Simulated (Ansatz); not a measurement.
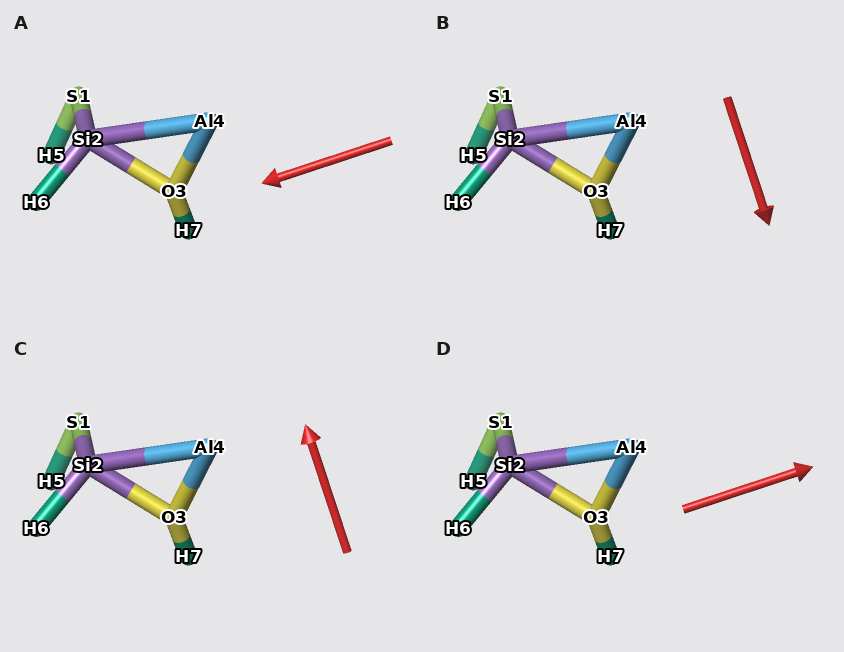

The same molecule four times, each with an arrow. The geometry was computed by an optimisation with PBE-D4/def2-SVP. No frequency run is at hand to confirm it as a minimum. Method: RKS PBE-D4/def2-SVP (Ansatz 0.2.0).

### Which arrow points along the dipole moment, from the negative to the positive end?

B. The dipole moment is 3.06 D; it points from the side of S1 to the side of H7 (the outermost atoms at the two ends).
